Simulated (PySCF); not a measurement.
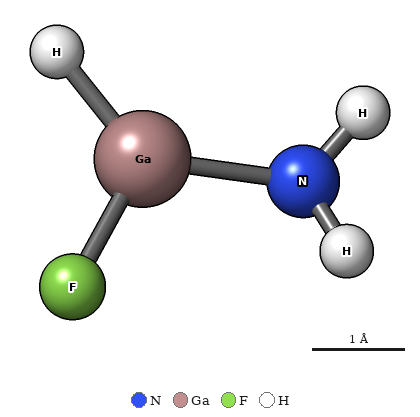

Fig. 1: The structure (ball-and-stick view, seen at a tilt). Sticks mark near contacts.

**Polarizability calculation, with input and output: GaNH$_{3}$F**

- system: GaNH$_{3}$F, SMILES [NH2][GaH][F]
- method: BP86/cc-pVDZ, RKS (PySCF 2.14.0)

The geometry comes from this level: GFN2-xTB.

## Output
```
PySCF version 2.14.0

[INPUT] num. atoms = 6
[INPUT] num. electrons = 50
[INPUT] charge = 0
[INPUT] spin (= nelec alpha-beta = 2S) = 0
[INPUT] symmetry False subgroup None
[INPUT] Mole.unit = bohr
[INPUT] Symbol           X                Y                Z      unit          X                Y                Z       unit  Magmom
[INPUT]  1 N     -0.697790003990   0.231100154844  -0.723710162135 AA   -1.318632000000   0.436716000000  -1.367614000000 Bohr   0.0
[INPUT]  2 Ga     0.403260022759  -0.094599951642   0.689279776084 AA    0.762051000000  -0.178768000000   1.302550000000 Bohr   0.0
[INPUT]  3 F      1.149289821296  -1.664869823782   0.653659799662 AA    2.171843000000  -3.146148000000   1.235238000000 Bohr   0.0
[INPUT]  4 H     -1.011610082091   1.151980158236  -1.000659818065 AA   -1.911666000000   2.176927000000  -1.890973000000 Bohr   0.0
[INPUT]  5 H     -0.562459811601  -0.341490225283  -1.551779891213 AA   -1.062895000000  -0.645323000000  -2.932439000000 Bohr   0.0
[INPUT]  6 H      0.719320107993   0.717880216802   1.933200241300 AA    1.359318000000   1.356597000000   3.653219000000 Bohr   0.0

nuclear repulsion = 196.747022348094
number of shells = 25
number of NR pGTOs = 150
number of NR cGTOs = 70
basis = cc-pvdz
ecp = {}

******** <class 'pyscf.dft.rks.RKS'> ********
method = RKS
initial guess = minao
damping factor = 0
level_shift factor = 0
DIIS = <class 'pyscf.scf.diis.CDIIS'>
diis_start_cycle = 1
diis_space = 8
diis_damp = 0
SCF conv_tol = 1e-10
SCF conv_tol_grad = None
SCF max_cycles = 50
direct_scf = True
direct_scf_tol = 1e-13
XC library pyscf.dft.libxc version 7.0.0
    S. Lehtola, C. Steigemann, M. J.T. Oliveira, and M. A.L. Marques.,  SoftwareX 7, 1–5 (2018)
XC functionals = bp86
    A. D. Becke.,  Phys. Rev. A 38, 3098 (1988)
    J. P. Perdew.,  Phys. Rev. B 33, 8822 (1986)
radial grids:
    Treutler-Ahlrichs [JCP 102, 346 (1995); DOI:10.1063/1.469408] (M4) radial grids

becke partition: Becke, JCP 88, 2547 (1988); DOI:10.1063/1.454033
pruning grids: <function nwchem_prune>
grids dens level: 2
symmetrized grids: False
atomic radii adjust function: <function treutler_atomic_radii_adjust>
small_rho_cutoff = 0
Set gradient conv threshold to 1e-05
Initial guess from minao.
tot grids = 52008
init E= -2081.10916431975
  HOMO = -0.313284965221651  LUMO = -0.0709146672249292  gap/eV = 6.59523
cycle= 1 E= -2081.3830565787  delta_E= -0.274  |g|= 0.877  |ddm|=    2
  HOMO = -0.0984280854536523  LUMO = -0.00350902283331811  gap/eV = 2.58288
cycle= 2 E= -2080.43892759196  delta_E= 0.944  |g|= 2.31  |ddm|= 2.15
  HOMO = -0.220879613607835  LUMO = -0.0360959798890765  gap/eV = 5.02822
cycle= 3 E= -2081.52772782613  delta_E= -1.09  |g|= 0.191  |ddm|= 1.69
  HOMO = -0.244001819536121  LUMO = -0.0431693027021507  gap/eV = 5.46493
cycle= 4 E= -2081.52973091523  delta_E= -0.002  |g|= 0.179  |ddm|= 0.263
  HOMO = -0.224201941233971  LUMO = -0.043891537845425  gap/eV = 4.90650
cycle= 5 E= -2081.53606272499  delta_E= -0.00633  |g|= 0.0402  |ddm|= 0.145
  HOMO = -0.229113407734383  LUMO = -0.0443565592010602  gap/eV = 5.02749
cycle= 6 E= -2081.53657290455  delta_E= -0.00051  |g|= 0.00704  |ddm|= 0.0426
  HOMO = -0.228930904900909  LUMO = -0.0438214555537151  gap/eV = 5.03708
cycle= 7 E= -2081.53658422858  delta_E= -1.13e-05  |g|= 0.00183  |ddm|= 0.00692
  HOMO = -0.228977113185085  LUMO = -0.0439259992749785  gap/eV = 5.03550
cycle= 8 E= -2081.53658491849  delta_E= -6.9e-07  |g|= 0.00028  |ddm|= 0.00154
  HOMO = -0.22901744101541  LUMO = -0.0439373817709692  gap/eV = 5.03628
cycle= 9 E= -2081.53658494699  delta_E= -2.85e-08  |g|= 3.02e-05  |ddm|= 0.000279
  HOMO = -0.229022453035995  LUMO = -0.0439386769187839  gap/eV = 5.03639
cycle= 10 E= -2081.53658494721  delta_E= -2.22e-10  |g|= 7.97e-06  |ddm|= 3.33e-05
  HOMO = -0.229021182872637  LUMO = -0.0439378807117441  gap/eV = 5.03637
cycle= 11 E= -2081.53658494723  delta_E= -1.77e-11  |g|= 9.38e-07  |ddm|= 7.12e-06
  HOMO = -0.229020835927349  LUMO = -0.0439378551325325  gap/eV = 5.03636
```

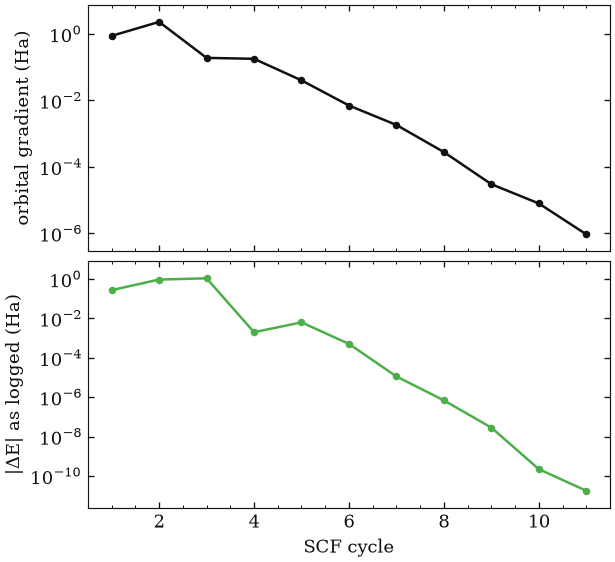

Fig. 2: Convergence of the self-consistent field: orbital gradient and size of the energy change against the SCF cycle. The residual comes down, with one marked jump up, by a factor of about 2.5, at step 2.

```
Extra cycle  E= -2081.53658494723  delta_E= -3.18e-12  |g|= 2.09e-06  |ddm|= 2.37e-06
converged SCF energy = -2081.53658494723
total energy: -2081.53658495 hartree
Isotropic polarizability 31.2733622294
Polarizability anisotropy 6.2663815776
isotropic polarizability 31.2734 bohr^3
```

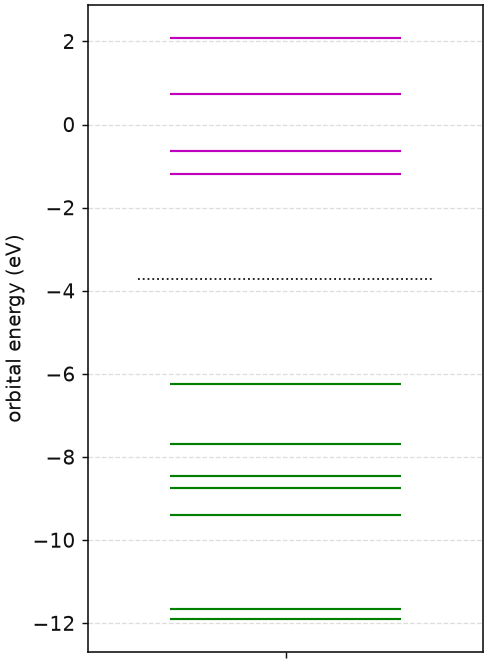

Fig. 3: Orbital energies near the frontier; the dotted line parts filled from empty levels, and levels within 0.02 eV of each other stand side by side. Highest filled −6.23 eV, lowest empty −1.20 eV, 5.03 eV apart.

This output came from the following input.

## Input (input.py)
```python
import numpy
from pyscf import gto, dft
from pyscf.prop.polarizability import rks

mol = gto.M(
    atom='''
N     -1.318632     0.436716    -1.367614
Ga     0.762051    -0.178768     1.302550
F      2.171843    -3.146148     1.235238
H     -1.911666     2.176927    -1.890973
H     -1.062895    -0.645323    -2.932439
H      1.359318     1.356597     3.653219
''',
    unit='bohr',
    basis='cc-pvdz',
    charge=0,
    spin=0,
    max_memory=1860,
    verbose=4,
)

mf = dft.RKS(mol, xc='bp86')
mf.grids.level = 2
mf.conv_tol = 1e-10
mf.kernel()
if not mf.converged:
    mf = mf.newton().run(mf.mo_coeff, mf.mo_occ)

e_tot = mf.e_tot
print(f'total energy: {e_tot:.8f} hartree')
pol = rks.Polarizability(mf)
alpha = pol.polarizability()
print('isotropic polarizability %.4f bohr^3' % (numpy.trace(alpha) / 3))
alpha_w = pol.polarizability_with_freq(freq=0.0774)
```

Command:
```bash
OMP_NUM_THREADS=1 python input.py
```

## Summary

- outcome: converged
- total energy: −2081.536585 hartree
- basis functions: 70
- HOMO: −6.23 eV
- LUMO: −1.20 eV
- dipole moment: 2.70 D
- hardware: 1 thread of Arm Neoverse V2, 24 GiB of memory available, shared host
- wall time: 2.9 min
- peak memory: 0.31 GiB
